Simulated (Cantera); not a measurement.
Charge: 1 mol PbO, 0.5 mol CO, 0.13 mol N₂, held at 15.0 mbar.

Cantera equilibrium calculation (NASA polynomials, part measured and part estimated; ideal gas, pure solids and liquids). Candidate condensed phases: C, Pb, PbO, PbO₂, Pb₃O₄; 27 gas species. Each liquid is taken as pure. Mutual solubility and eutectic melting of coexisting phases are not modelled. Gases not in the tables: (PbO)n polymers. Kinetics and transport are ignored.

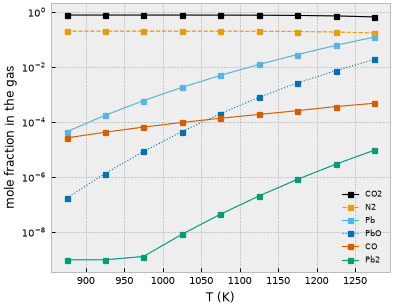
Figure: Equilibrium gas composition (values under 1e-9 drawn at 1e-9)

From 875 K to 1125 K the condensed part is Pb(l) + PbO(yellow). From 1175 K to 1275 K the condensed part is Pb(l) + PbO(l).
